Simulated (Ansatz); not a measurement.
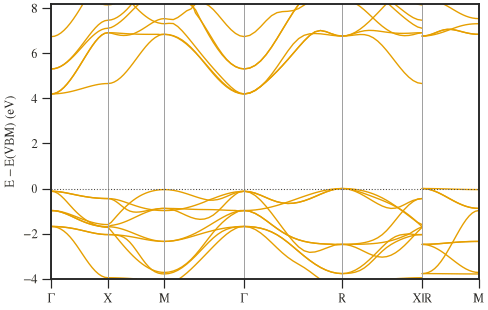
Band structure from r²SCAN in the plane-wave PAW code Ansatz

Question: Read off the gap and where the band edges lie.

Answer: About 4.2 eV (4.20 eV by a search for the band edges); maximum at R, minimum at Γ.

Question: Pick the material that matches.
(A) SrTiO3, cubic perovskite
(B) KTaO3, cubic perovskite
(C) BaHfO3, cubic perovskite
(D) SiO2, Pn-3m (Si on 2a, O on 4b)

Answer: C, BaHfO3, cubic perovskite

Space group Pm-3m (cubic perovskite). The r²SCAN relaxation kept the symmetry of its start. No spin polarisation was allowed. Spin–orbit coupling is left out wherever it is not named.

Potentials: the earlier of the program's two PAW sets.
